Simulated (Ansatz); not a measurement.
Process, species as SMILES: CCl (CH3-Cl) → C atom + Cl atom + 3 H atom
B3LYP-D3(BJ)/def2-TZVP geometries, fixed; electronic energies without zero-point terms.
Largest species:
```
C
H 1 1.0858
H 1 1.0858 2 110.57
H 1 1.0858 2 110.57 3 -122.80
Cl 1 1.7944 2 108.35 3 118.60
```

Basis-set convergence of the atomisation energy at PBE with Ansatz (an electronic-structure program). Cartesian d functions, on some or all atoms, in 6-31G*; all else is spherical. The program fits the integrals of some runs and decomposes those of others, by size. Open shells are unrestricted. No added dispersion term, no relativity. Functions are those of the species that has most. Reference: the value in pcseg-4, 400.10 kcal/mol, itself unsure by roughly 0.07 kcal/mol (its mean distance from aug-pcseg-3, aug-cc-pV(Q+d)Z, cc-pV(5+d)Z). Deviations are taken from unrounded values.

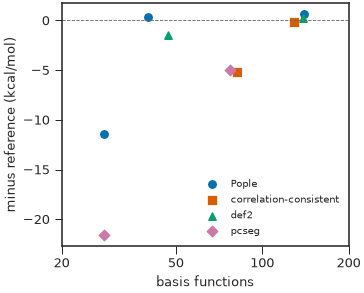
Deviation from the reference against the number of basis functions, by family of sets.

```tsv
basis	functions	atomisation energy (kcal/mol)	minus reference (kcal/mol)
6-31G	28	388.62	-11.48
pcseg-0	28	378.53	-21.57
6-31G*	40	400.47	0.37
def2-SVP	47	398.60	-1.51
aug-pcseg-1	77	395.15	-4.95
aug-cc-pV(D+d)Z	82	394.96	-5.14
jun-cc-pV(T+d)Z	129	399.92	-0.18
def2-TZVPPD	139	400.38	0.28
6-311++G(3df,3pd)	140	400.70	0.59
```
